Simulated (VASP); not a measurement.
## How PAW data sets and plane-wave cutoff change a VASP run on Bismuth

A convergence test on Bismuth: the PAW data sets and plane-wave cutoff. The series runs use r2SCAN. The PAW data sets tried: minimal 64: Bi; recommended 64: Bi_d; recommended 54: Bi_d; gw 64: Bi_d_GW. The plane-wave cutoff tried: ENCUT = 150; ENCUT = 180; ENCUT = 220; ENCUT = 240; ENCUT = 280; ENCUT = 320; ENCUT = 390; ENCUT = 490. The atoms of the start are displaced at random from the sites of a R-3m cell.

Program: VASP 6.6.1. Level of theory: r2SCAN; plane waves and PAW (Bi), in the first sound run; inputs show where later runs differ. Results are calculated unless marked as measured.

The database entry behind the starting cell lists a temperature near 78 K, so it need not match the best structure at ambient conditions.

## (1) The structure

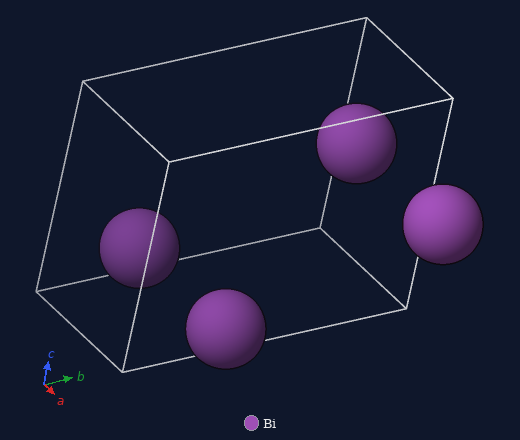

Start, viewed slightly off an axis; bismuth purple. 2×1×1 cells are drawn.

As a file:

```cif
data_structure
_symmetry_space_group_name_H-M 'P-1'
_symmetry_Int_Tables_number 2
_cell_length_a 4.5350
_cell_length_b 4.5350
_cell_length_c 4.7290
_cell_angle_alpha 61.348
_cell_angle_beta 61.348
_cell_angle_gamma 60.000
_cell_volume 70.14
loop_
_atom_site_label
_atom_site_type_symbol
_atom_site_symmetry_multiplicity
_atom_site_Wyckoff_symbol
_atom_site_fract_x
_atom_site_fract_y
_atom_site_fract_z
_atom_site_occupancy
Bi1 Bi 2 i 0.25817 0.77110 0.70884 1
```

## (2) PAW data sets: minimal 64: Bi

Data sets differ in which electrons are valence and how hard the partial waves are. r2SCAN adds the kinetic-energy density, costs more than a GGA and is run with LASPH.

The input, INCAR:

```
SYSTEM = Bi
PREC = Accurate
ENCUT = 400
EDIFF = 1E-06
NELM = 100
ISMEAR = -1
SIGMA = 0.05
LREAL = .FALSE.
ALGO = Normal
METAGGA = R2SCAN
LASPH = .TRUE.
NBANDS = 11
LORBIT = 11
LWAVE = .FALSE.
LCHARG = .FALSE.
KPAR = 2
ISIF = 2
```

The input, POSCAR:

```
Bi
1.0
    2.2675000000      1.3091417354      3.9380000000
   -2.2675000000      1.3091417354      3.9380000000
    0.0000000000     -2.6182834708      3.9380000000
Bi
2
Direct
    0.2404340000      0.2542450000      0.2220610000
    0.7642200000      0.7705820000      0.7642520000
```

The input, KPOINTS:

```
Automatic mesh
0
Gamma
6 6 6
0 0 0
```

PAW data sets: Bi (PBE family, release 64).

Run with:

```sh
mpirun -np 2 vasp_std
```

Log:

```text
[banner, memory and clock lines left out]
running    2 mpi-ranks, on    1 nodes
 distrk:  each k-point on    1 cores,    2 groups
 distr:  one band on    1 cores,    1 groups

 POSCAR found type information on POSCAR Bi
 POSCAR found :  1 types and       2 ions
|                                                                             |
|               ----> ADVICE to this user running VASP <----                  |
|                                                                             |
|     You enforced a specific xc type in the INCAR file but a different       |
|     [... a line on the potential file left out ...]
|     I HOPE YOU KNOW WHAT YOU ARE DOING!                                     |
|                                                                             |

 LDA part: xc-table for (None), standard interpolation
 POSCAR, INCAR and KPOINTS ok, starting setup
 FFT: planning ... GRIDC
 FFT: planning ... GRID_SOFT
 FFT: planning ... GRID
 WAVECAR not read
 entering main loop
       N       E                     dE             d eps       ncg     rms          rms(c)
DAV:   1    -0.776535768101E+02   -0.77654E+02   -0.33020E+03  2464   0.602E+02
DAV:   2    -0.115877913906E+03   -0.38224E+02   -0.37019E+02  3464   0.934E+01
DAV:   3    -0.117917748217E+03   -0.20398E+01   -0.20300E+01  2994   0.264E+01
DAV:   4    -0.117959162920E+03   -0.41415E-01   -0.41410E-01  3092   0.391E+00
DAV:   5    -0.117960004814E+03   -0.84189E-03   -0.84189E-03  2974   0.568E-01    0.218E+00
DAV:   6    -0.116981077866E+03    0.97893E+00   -0.18591E-01  2593   0.322E+00    0.140E+00
DAV:   7    -0.116994453394E+03   -0.13376E-01   -0.26626E-02  2902   0.106E+00    0.111E-01
DAV:   8    -0.116994702969E+03   -0.24957E-03   -0.86412E-04  2968   0.189E-01    0.721E-02
DAV:   9    -0.116994810499E+03   -0.10753E-03   -0.15764E-04  2872   0.898E-02    0.103E-02
DAV:  10    -0.116994813825E+03   -0.33260E-05   -0.53079E-06  3180   0.160E-02    0.358E-03
DAV:  11    -0.116994814551E+03   -0.72584E-06   -0.20711E-06  2723   0.882E-03
   1 F= -.11699481E+03 E0= -.11699342E+03  d E =-.278966E-02
```

Run time: 78 s. Hardware: 2 MPI ranks of AMD EPYC 7R43, shared host; peak memory 0.34 GiB; 2.6 min of CPU time.

The logs omit lines about the potential files and the build; timing stands in the text.

OUTCAR, selected parts (step 2):

```text
ion  position               nearest neighbor table
   1  0.240  0.254  0.222-   2 3.06   2 3.08   2 3.14   2 3.44   2 3.49   2 3.51
   2  0.764  0.771  0.764-   1 3.06   1 3.08   1 3.14   1 3.44   1 3.49   1 3.51

  LATTYP: Found a trigonal (rhomboedric) cell.
 ALAT       =     4.7289800521
 COS(alpha) =     0.5401781303

 Subroutine GETGRP returns: Found  2 space group operations
 (whereof  1 operations were pure point group operations)

The static configuration has the point symmetry C_1 .
 The point group associated with its full space group is S_2 .

 Found    112 irreducible k-points:

   k-points           NKPTS =    112   k-points in BZ     NKDIM =    112   number of bands    NBANDS=     11

   dimension x,y,z NGX =    32 NGY =   32 NGZ =   32
   dimension x,y,z NGXF=    64 NGYF=   64 NGZF=   64

   ENCUT  =  400.0 eV  29.40 Ry    5.42 a.u.   7.71  7.71  7.71*2*pi/ulx,y,z

   NELECT =      10.0000    total number of electrons

 k-points in reciprocal lattice and weights: Automatic mesh
   0.00000000  0.00000000  0.00000000       0.005
   0.16666667  0.00000000 -0.00000000       0.009
   0.00000000  0.16666667 -0.00000000       0.009
  -0.00000000 -0.00000000  0.16666667       0.009
   0.33333333  0.00000000  0.00000000       0.009
   0.00000000  0.33333333  0.00000000       0.009
   0.00000000  0.00000000  0.33333333       0.009
   0.50000000  0.00000000  0.00000000       0.005
   0.00000000  0.50000000  0.00000000       0.005
[...]
0.50000000  0.33333333 -0.33333333       0.009
   0.50000000  0.50000000  0.50000000       0.005

 average (electrostatic) potential at core
       1 -66.3750       2 -66.3750

 E-fermi :   5.1654

 k-point     1 :       0.0000    0.0000    0.0000
  band No.  band energies     occupation
      1      -8.4595      2.00000
      2      -2.3864      2.00000
      3       3.4977      2.00000
      4       3.8060      2.00000
      5       3.9145      2.00000
      6       7.9725      0.00000
      7       8.2128      0.00000
      8       8.4167      0.00000
      9      11.1097      0.00000
     10      11.2644      0.00000
    ...

 k-point     2 :       0.1667    0.0000   -0.0000
  band No.  band energies     occupation
      1      -8.1838      2.00000
      2      -3.0399      2.00000
      3       3.6140      2.00000
      4       3.8446      2.00000
      5       3.9761      2.00000
      6       7.2219      0.00000
      7       7.5495      0.00000
      8       7.6715      0.00000
      9      10.6126      0.00000
     10      11.2076      0.00000
    ...

 k-point     3 :       0.0000    0.1667   -0.0000
  band No.  band energies     occupation
      1      -8.1826      2.00000
      2      -3.0437      2.00000
      3       3.5948      2.00000
      4       3.8769      2.00000
      5       3.9642      2.00000
      6       7.2329      0.00000
      7       7.5907      0.00000
      8       7.6293      0.00000
      9      10.6067      0.00000
     10      11.1983      0.00000
    ...

  Total        0.5088267      0.1846371      0.3988698     -0.0571058     -0.3224988      0.0958024
  in kB       11.6230360      4.2176318      9.1113092     -1.3044569     -7.3667821      2.1883967
  external PRESSURE =       8.3173257 kB  Pullay stress =       0.0000000 kB

  energy-cutoff  :      400.00
  volume of cell :       70.14
      direct lattice vectors                 reciprocal lattice vectors
     2.267500000  1.309141735  3.938000000     0.220507166  0.127309872  0.084645336
    -2.267500000  1.309141735  3.938000000    -0.220507166  0.127309872  0.084645336
     0.000000000 -2.618283471  3.938000000     0.000000000 -0.254619744  0.084645336

 POSITION                                       TOTAL-FORCE (eV/Angst)
 -----------------------------------------------------------------------------------
     -0.03132      0.06619      2.82252         0.039763     -0.078699     -0.242678
     -0.01443      0.00824      9.05367        -0.039763      0.078699      0.242678
 -----------------------------------------------------------------------------------
    total drift:                                0.000001     -0.000000     -0.000000

  FREE ENERGIE OF THE ION-ELECTRON SYSTEM (eV)
  ---------------------------------------------------
  free  energy   TOTEN  =      -116.9948145512 eV

  energy  without entropy=     -116.9920248892  energy(sigma->0) =     -116.99341972

 total charge
# of ion       s       p       d       tot
------------------------------------------
    1        1.693   1.909   0.072   3.674
    2        1.693   1.909   0.072   3.674
--------------------------------------------------
tot          3.386   3.818   0.144   7.348

[... 3 further parts left out ...]
```

The k-mesh is coarse for a metal. The PAW data sets were made with PBE, which is usual practice but a small mismatch for other functionals. The data set Bi keeps the semicore shell frozen, which is cheaper and a little less accurate.

This step gave:

| Property | Result |
| --- | --- |
| electronic steps | 11 |
| electrons | 10 |
| bands | 11 |
| irreducible k points | 112 |
| symmetry operations | 2 |
| free energy (TOTEN) | -116.9948 eV |
| energy at zero smearing | -116.9934 eV |
| Fermi energy | 5.165 eV |
| pressure | 0.8317 GPa |
| metallic | yes |

The series starts at -58.4967 eV an atom and 0.83 GPa, after 11 cycles in 78 s.

## (3) PAW data sets: recommended 64: Bi d

This step: r2SCAN; plane waves and PAW (Bi_d) (VASP 6.6.1).

INCAR: that of step 2 with these lines changed.

```diff
@@ -11,3 +11,3 @@
 LASPH = .TRUE.
-NBANDS = 11
+NBANDS = 21
 LORBIT = 11
```

POSCAR is that of step 2.

KPOINTS is that of step 2.

PAW data sets: Bi_d (PBE family, release 64).

Run with:

```sh
mpirun -np 2 vasp_std
```

Log:

```text
[banner, memory and clock lines left out]
running    2 mpi-ranks, on    1 nodes
[...]
[... a notice as in an earlier step ...]

 LDA part: xc-table for (None), standard interpolation
 POSCAR, INCAR and KPOINTS ok, starting setup
[...]
entering main loop
       N       E                     dE             d eps       ncg     rms          rms(c)
DAV:   1     0.176904324204E+03    0.17690E+03   -0.14764E+04  4704   0.150E+03
DAV:   2    -0.998440403704E+02   -0.27675E+03   -0.27125E+03  4789   0.413E+02
DAV:   3    -0.123046299677E+03   -0.23202E+02   -0.22915E+02  5599   0.142E+02
DAV:   4    -0.123871824463E+03   -0.82552E+00   -0.82517E+00  5915   0.296E+01
[...]
DAV:  11    -0.116999852676E+03    0.32652E-05   -0.62845E-05  5689   0.912E-02    0.990E-03
DAV:  12    -0.116999853565E+03   -0.88898E-06   -0.12706E-05  5628   0.287E-02    0.223E-03
DAV:  13    -0.116999854017E+03   -0.45149E-06   -0.10867E-06  3288   0.132E-02
   1 F= -.11699985E+03 E0= -.11699845E+03  d E =-.281615E-02
```

Run time: 2.8 min. Hardware: 2 MPI ranks; peak memory 0.41 GiB.

OUTCAR, selected parts (step 3):

```text
  Total        0.4515894      0.1375415      0.3616273     -0.0559129     -0.3184343      0.0940362
  in kB       10.3155738      3.1418355      8.2605859     -1.2772090     -7.2739352      2.1480508
  external PRESSURE =       7.2393317 kB  Pullay stress =       0.0000000 kB

 POSITION                                       TOTAL-FORCE (eV/Angst)
 -----------------------------------------------------------------------------------
     -0.03132      0.06619      2.82252         0.038453     -0.075215     -0.268278
     -0.01443      0.00824      9.05367        -0.038453      0.075215      0.268278
 -----------------------------------------------------------------------------------
    total drift:                                0.000040     -0.000024     -0.000037

  FREE ENERGIE OF THE ION-ELECTRON SYSTEM (eV)
  ---------------------------------------------------
  free  energy   TOTEN  =      -116.9998540168 eV

  energy  without entropy=     -116.9970378692  energy(sigma->0) =     -116.99844594

[... 1 part as in an earlier step ...]

[... 2 further parts left out ...]
[key lines of the parts left out:]
E-fermi :   6.2459
```

With 30 valence electrons the pressure is 0.72 GPa, -0.11 GPa from the first of the series, after 13 cycles in 2.8 min.

## (4) PAW data sets: recommended 54: Bi d

INCAR is that of step 3.

POSCAR is that of step 3.

KPOINTS is that of step 3.

Potentials, in the order of the species: Bi_d (PBE family, release 54).

Run with:

```sh
mpirun -np 2 vasp_std
```

Log:

```text
[... set-up lines as in an earlier step ...]
 entering main loop
       N       E                     dE             d eps       ncg     rms          rms(c)
[... 13 cycles as in an earlier step ...]
   1 F= -.11699985E+03 E0= -.11699845E+03  d E =-.281615E-02
```

Wall time 2.8 min (2 MPI ranks); peak memory 0.41 GiB.

OUTCAR, selected parts (step 4):

```text
[... 6 parts as in an earlier step ...]

[... 1 further part left out ...]
[key lines of the parts left out:]
E-fermi :   6.2459
```

With 30 valence electrons the pressure is 0.72 GPa, -0.11 GPa from the first of the series, after 13 cycles in 2.8 min.

## (5) PAW data sets: GW 64: Bi d GW

This step: r2SCAN; plane waves and PAW (Bi_d_GW) (VASP 6.6.1).

INCAR: that of step 4 with these lines changed.

```diff
@@ -11,3 +11,3 @@
 LASPH = .TRUE.
-NBANDS = 21
+NBANDS = 23
 LORBIT = 11
```

POSCAR is that of step 4.

KPOINTS is that of step 4.

Potentials, in the order of the species: Bi_d_GW (PBE family, release 64).

Run with:

```sh
mpirun -np 2 vasp_std
```

Log:

```text
[... set-up lines as in an earlier step ...]
 entering main loop
       N       E                     dE             d eps       ncg     rms          rms(c)
DAV:   1     0.227889167306E+03    0.22789E+03   -0.21349E+04  8138   0.230E+03
DAV:   2    -0.941298922228E+02   -0.32202E+03   -0.31016E+03  7178   0.651E+02
DAV:   3    -0.124219536498E+03   -0.30090E+02   -0.29601E+02  8329   0.194E+02
DAV:   4    -0.125136095778E+03   -0.91656E+00   -0.91631E+00  7917   0.366E+01
[...]
DAV:  11    -0.116740483899E+03    0.14076E-03   -0.63714E-04  7475   0.650E-01    0.889E-03
DAV:  12    -0.116740485836E+03   -0.19373E-05   -0.15865E-05  8283   0.762E-02    0.730E-03
DAV:  13    -0.116740485729E+03    0.10715E-06   -0.71488E-06  6769   0.689E-02
   1 F= -.11674049E+03 E0= -.11673908E+03  d E =-.281956E-02
```

The job ended after 3.5 min (2 MPI ranks; peak memory 0.47 GiB).

OUTCAR, selected parts (step 5):

```text
  Total        0.1378907     -0.1765076      0.0466552     -0.0560107     -0.3181393      0.0939245
  in kB        3.1498114     -4.0319309      1.0657359     -1.2794414     -7.2671972      2.1454993
  external PRESSURE =       0.0612055 kB  Pullay stress =       0.0000000 kB

 POSITION                                       TOTAL-FORCE (eV/Angst)
 -----------------------------------------------------------------------------------
     -0.03132      0.06619      2.82252         0.038419     -0.074968     -0.273125
     -0.01443      0.00824      9.05367        -0.038419      0.074968      0.273125
 -----------------------------------------------------------------------------------
    total drift:                                0.000040     -0.000024     -0.000038

  FREE ENERGIE OF THE ION-ELECTRON SYSTEM (eV)
  ---------------------------------------------------
  free  energy   TOTEN  =      -116.7404857292 eV

  energy  without entropy=     -116.7376661713  energy(sigma->0) =     -116.73907595

[... 1 part as in an earlier step ...]

[... 2 further parts left out ...]
[key lines of the parts left out:]
E-fermi :   2.8810
```

With 34 valence electrons the pressure is 0.01 GPa, -0.83 GPa from the first of the series, after 13 cycles in 3.5 min.

## (6) The PAW data sets series as a table

This step: convergence of r2SCAN results with the datasets; plane waves and PAW (VASP 6.6.1).

Derived from the runs above.

Differences are taken from the run with recommended 64: Bi_d. Results of the series, by row:

| setting | status | pressure (GPa) | largest force difference (meV/Å) | SCF cycles | wall time (s) |
| --- | --- | --- | --- | --- | --- |
| minimal 64: Bi, 400 eV | converged | 0.8317 | 25.6 | 11 | 78 |
| recommended 64: Bi_d, 400 eV | converged | 0.7239 | 0 | 13 | 166 |
| recommended 54: Bi_d, 400 eV | converged | 0.7239 | 0 | 13 | 167 |
| gw 64: Bi_d_GW, 400 eV | converged | 0.006121 | 4.847 | 13 | 212 |

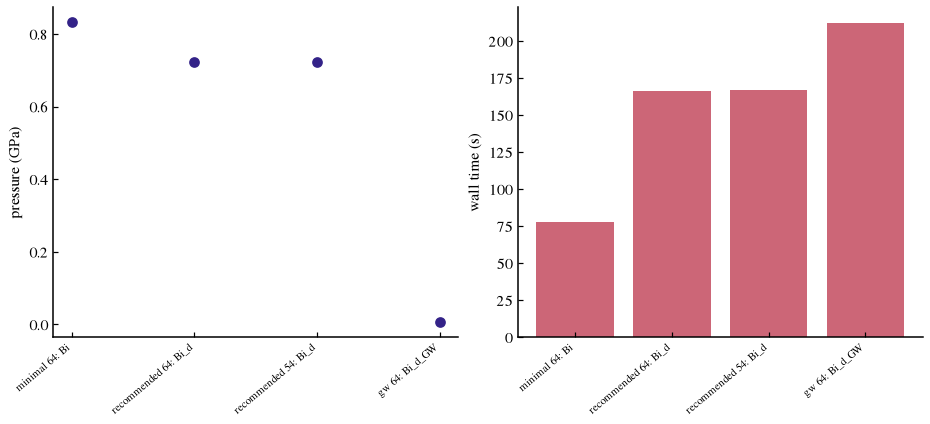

The pressure and the wall time by setting.

## (7) Plane-wave cutoff: ENCUT = 150

This step: r2SCAN; plane waves and PAW (Bi_d) (VASP 6.6.1).

The basis grows with ENCUT, and energy and stress both move with it.

INCAR: that of step 5 with these lines changed.

```diff
@@ -2,3 +2,3 @@
 PREC = Accurate
-ENCUT = 400
+ENCUT = 150
 EDIFF = 1E-06
@@ -11,3 +11,3 @@
 LASPH = .TRUE.
-NBANDS = 23
+NBANDS = 21
 LORBIT = 11
```

POSCAR is that of step 5.

KPOINTS is that of step 5.

PAW data sets: Bi_d (PBE family, release 64).

Run with:

```sh
mpirun -np 2 vasp_std
```

Log:

```text
[... set-up lines as in an earlier step ...]
 entering main loop
       N       E                     dE             d eps       ncg     rms          rms(c)
DAV:   1     0.244094532581E+02    0.24409E+02   -0.10221E+04  6087   0.590E+02
DAV:   2    -0.109658053707E+03   -0.13407E+03   -0.13126E+03  5414   0.222E+02
DAV:   3    -0.113141095908E+03   -0.34830E+01   -0.34703E+01  5259   0.382E+01
DAV:   4    -0.113176835363E+03   -0.35739E-01   -0.35737E-01  5307   0.331E+00
DAV:   5    -0.113177387337E+03   -0.55197E-03   -0.55197E-03  5334   0.368E-01    0.748E+00
DAV:   6    -0.103319333581E+03    0.98581E+01   -0.44510E+00  4899   0.197E+01    0.295E+00
DAV:   7    -0.103323288334E+03   -0.39548E-02   -0.28473E-01  5346   0.421E+00    0.983E-01
DAV:   8    -0.103344835276E+03   -0.21547E-01   -0.52539E-02  4819   0.171E+00    0.302E-01
DAV:   9    -0.103342078524E+03    0.27568E-02   -0.11076E-02  5554   0.849E-01    0.344E-02
DAV:  10    -0.103342141236E+03   -0.62713E-04   -0.30014E-04  5057   0.122E-01    0.249E-02
DAV:  11    -0.103342116899E+03    0.24337E-04   -0.94039E-05  5429   0.797E-02    0.239E-03
DAV:  12    -0.103342116567E+03    0.33209E-06   -0.17766E-06  4398   0.926E-03
   1 F= -.10334212E+03 E0= -.10334076E+03  d E =-.271511E-02
```

It took 49 s on 2 MPI ranks; peak memory 0.2 GiB.

From OUTCAR (step 7):

```text
   ENCUT  =  150.0 eV  11.02 Ry    3.32 a.u.   4.72  4.72  4.72*2*pi/ulx,y,z

   NELECT =      30.0000    total number of electrons

 E-fermi :   6.2089

 k-point     1 :       0.0000    0.0000    0.0000
  band No.  band energies     occupation
    ...
     11      -7.4818      2.00000
     12      -1.8342      2.00000
     13       4.6485      2.00000
     14       4.9515      2.00000
     15       5.0590      2.00000
     16       9.0849      0.00000
     17       9.3135      0.00000
     18       9.5101      0.00000
     19      12.2375      0.00000
     20      12.4371      0.00000
    ...

  Total     -132.7685055   -132.9291237   -132.6915304     -0.0347883     -0.2084798      0.0605819
  in kB    -3032.8066428  -3036.4756167  -3031.0483162     -0.7946634     -4.7622668      1.3838615
  external PRESSURE =   -3033.4435253 kB  Pullay stress =       0.0000000 kB

 POSITION                                       TOTAL-FORCE (eV/Angst)
 -----------------------------------------------------------------------------------
     -0.03132      0.06619      2.82252        -0.055786      0.073584      0.486468
     -0.01443      0.00824      9.05367         0.055786     -0.073584     -0.486468
 -----------------------------------------------------------------------------------
    total drift:                                0.000079     -0.000094     -0.000398

  FREE ENERGIE OF THE ION-ELECTRON SYSTEM (eV)
  ---------------------------------------------------
  free  energy   TOTEN  =      -103.3421165669 eV

  energy  without entropy=     -103.3394014606  energy(sigma->0) =     -103.34075901

[... 6 parts as in an earlier step ...]

[... 10 further parts left out ...]
```

Numbers from this step:

* electronic steps: 12
* electrons: 30
* bands: 21
* free energy (TOTEN): -103.3421 eV
* energy at zero smearing: -103.3408 eV
* Fermi energy: 6.209 eV
* pressure: -303.3 GPa

The series starts at -51.6704 eV an atom and -303.34 GPa, after 12 cycles in 49 s.

(Continued in part 2 of 2.)

[Lines on the potential files, build, host, timing and source positions are cut from VASP's logs without a mark.]

[Logs are printed without paths, hosts, clocks, repeated set-up lines and the standing remarks that a program may print on its own settings, such as how far it seeks lower states.]

[Hosts, paths, dates, database ids (printed as entryN), source tags and the programs' standing remarks are cut or masked in the printed files.]

[A measured line is paired with the nearest computed mode of its activity, which favours agreement.]
